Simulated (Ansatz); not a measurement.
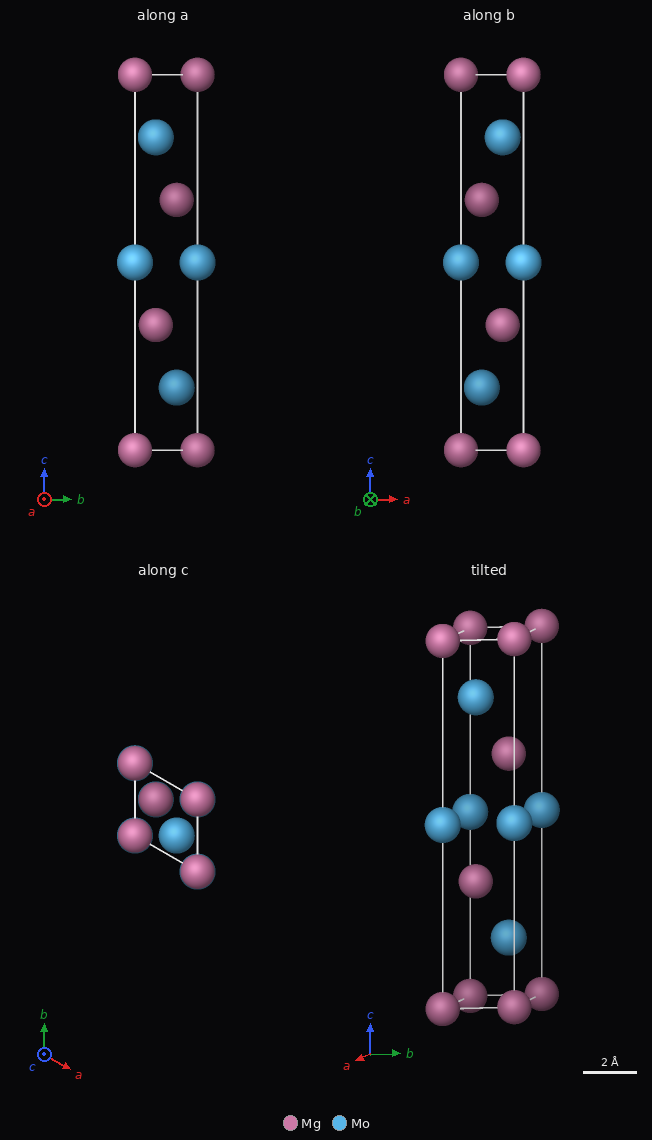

Crystal structure, spheres-only style, seen along the a axis, along the b axis, along the c axis and slightly off an axis. The wireframe shows the conventional unit cell.

Lattice parameters: a = 2.759 Å, b = 2.759 Å, c = 14.333 Å, α = 90.00°, β = 90.00°, γ = 120.00°. Put a along x and b in the xy plane.

Record the structure as a POSCAR file.

```
Mg Mo
1.0
     2.759    0.000    0.000
    -1.379    2.389    0.000
     0.000    0.000   14.333
Mg Mo
3 3
Direct
  0.0000 0.0000 0.0000
  0.6667 0.3333 0.3333
  0.3333 0.6667 0.6667
  0.6667 0.3333 0.8333
  0.3333 0.6667 0.1667
  0.0000 0.0000 0.5000
```

Its origin is a structure type filled with these elements by a generator (whether the compound takes this form wasn't checked). The cell was then strained or its atoms displaced on purpose. An electronic-structure calculation with Ansatz was run on it.

At this level of theory the cell isn't at rest (compressed, at 9 GPa), so its distances can differ from those at equilibrium, the more so the softer the solid.
